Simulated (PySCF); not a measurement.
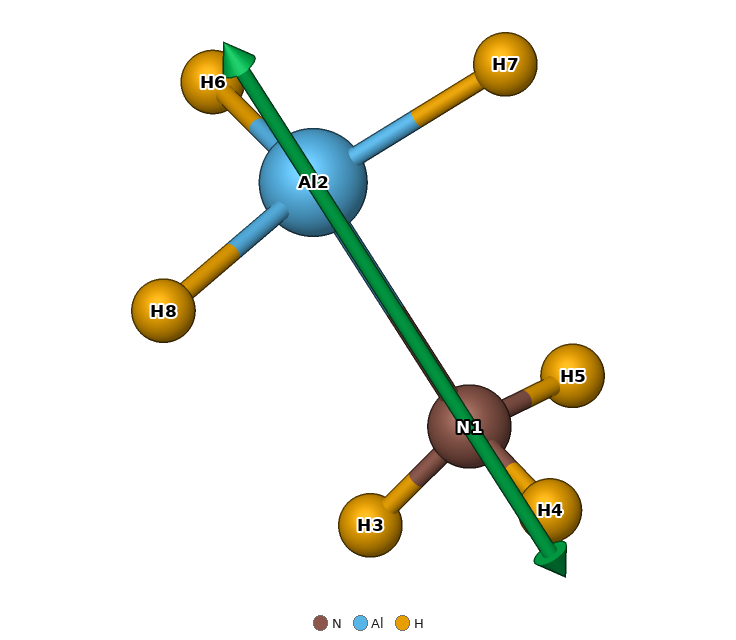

The double arrow shows the direction of the transition dipole to excited singlet state 9 (its length means nothing). The computed structure is the end point of a PBE0-D3(BJ)/def2-SVP optimisation. No frequency run is at hand to confirm it as a minimum. Level of theory: TDDFT PBE0/def2-SVPD, vertical, gas phase, core orbitals frozen in the response (PySCF 2.14.0).

**How is the transition polarised?**

Nearly parallel to the N1–Al2 bond.

**Give its energy, strength and character.**

7.85 eV (158 nm), oscillator strength 0.099, mainly HOMO−2 → LUMO (weight 0.73); transition dipole 1.82 D.
